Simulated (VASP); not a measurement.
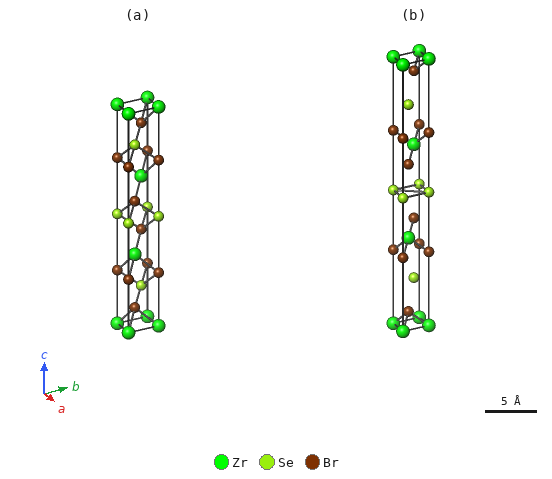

The structure of solid ZrSeBr$_{2}$ (a generated structure, set up in R-3m) before (left) and after (right) a relaxation, at one scale.

The picture is a ball-and-stick view of the conventional cell (3 times the calculation's cell), seen slightly off an axis. Lengths and directions refer to the drawn axes.

The run lets cell and atoms move.

Method: VASP, Kohn-Sham DFT of a periodic cell, PBE, VASP PAW PBE potentials, recommended.

The input:
```
PREC = Accurate ; ENCUT = 600
EDIFF = 1E-6 ; ISMEAR = 0
SIGMA = 0.05 ; LREAL = F
LASPH = T ; NELM = 60
ALGO = Normal ; ISIF = 3
LWAVE = F ; LCHARG = F
GGA = PE ; IBRION = 2
NSW = 60 ; EDIFFG = -0.005
```

Command:
```bash
cat potpaw_PBE.64/Zr_sv/POTCAR potpaw_PBE.64/Se/POTCAR potpaw_PBE.64/Br/POTCAR > POTCAR
mpirun -np 1 vasp_std > vasp.out
```

### Describe what moved and what it gained.

The run was cut off at its time limit before the relaxation converged, so the last structure is only a point on the way. The largest moves relative to the cell, 0.90 Å, are those of Br atoms. Se and Zr stay in place. Cell: a = b 4.216 → 3.633 Å (−13.8 %), c 22.205 → 27.041 Å (+21.8 %). Volume −9.6 %. Among the contacts that change: Br–Se 2.966 → 3.629 Å, Se–Se 4.216 → 3.633 Å, Br–Zr 3.154 → 2.606 Å. Bond angles that change, for instance: Zr–Br–Zr 83.9° → 88.4°, Br–Zr–Br 96.1° → 91.6°, Br–Zr–Br 83.9° → 88.4°. The space group stays R-3m (No. 166). After 7 geometry steps the energy has fallen by 3.062 eV per cell of the calculation. Largest force component: 2.4 eV/Å at the start, 2.8 eV/Å at the end. The pressure goes from −4.48 to 4.16 GPa.
